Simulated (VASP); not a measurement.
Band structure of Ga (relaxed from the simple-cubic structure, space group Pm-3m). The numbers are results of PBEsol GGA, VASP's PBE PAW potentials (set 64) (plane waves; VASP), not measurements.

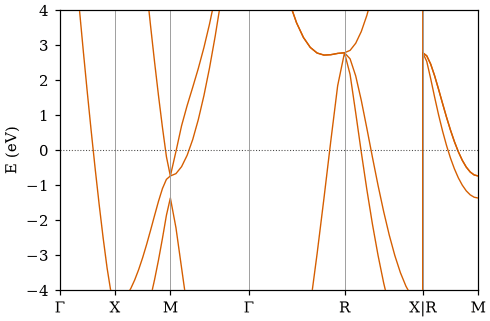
Bands along high-symmetry lines, zero at the valence-band maximum or, without a gap, the Fermi level

Q: Read the plot: is there a gap, and where are the band edges?

A: It has no gap at this level: it comes out as a metal or semimetal. (Edges off the drawn lines would not show.)

The structure was generated: Ga was put into the simple-cubic type (Pm-3m), which need not be its known phase. It was relaxed first, which changed the volume by -11 %.
